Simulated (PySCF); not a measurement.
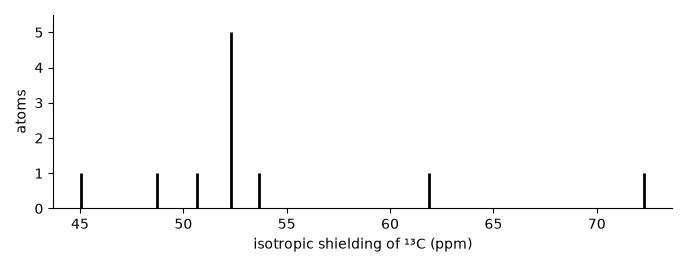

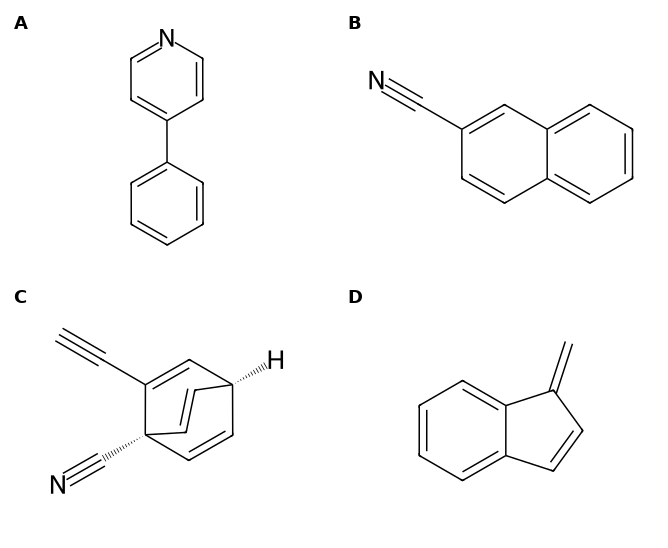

The sticks are computed shieldings of one of the molecules, for one fixed geometry (GFN2-xTB) without averaging over rotations. Low shielding means a high chemical shift. Method: GIAO PBE0/pcSseg-1 NMR shielding, non-relativistic, gas phase (PySCF 2.14.0).

> Match the spectrum to a structure.

B, `N#Cc1ccc2ccccc2c1`. Its 11 C atoms give lines at 45.1, 48.7, 50.7, 52.3 (5 atoms), 53.6, 61.9, 72.3 ppm.
